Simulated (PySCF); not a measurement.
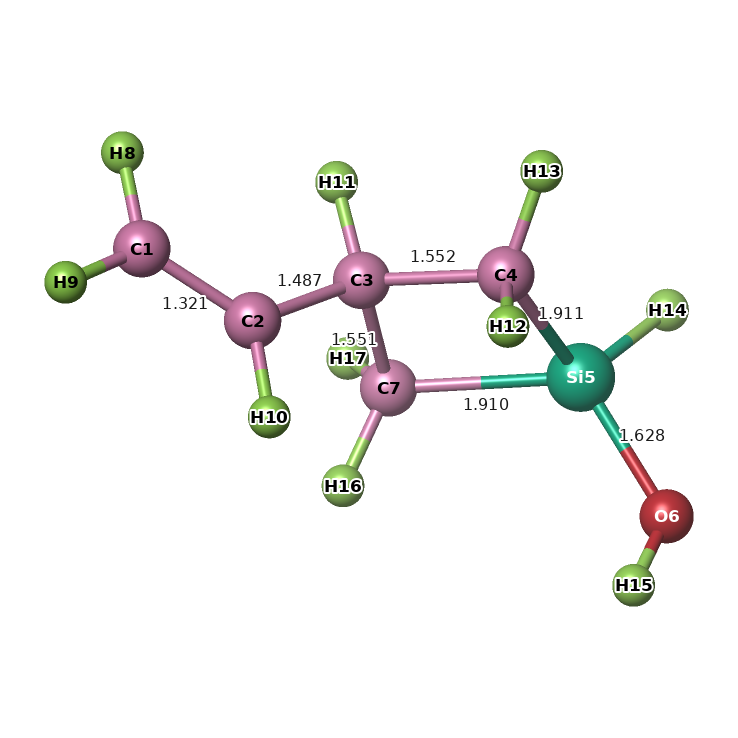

Bond lengths are marked in Å; every bond is drawn as one stick. The geometry was computed by an optimisation with GFN2-xTB. No frequency run is at hand to confirm it as a minimum.

Q: Assign a bond order to each marked bond.

A: C1–C2 double; C2–C3 single; C3–C4 single; C3–C7 single; C4–Si5 single; Si5–O6 single; Si5–C7 single.

Q: Give the structure as SMILES.

A: C=C[C@H]1C[Si@@H](O)C1
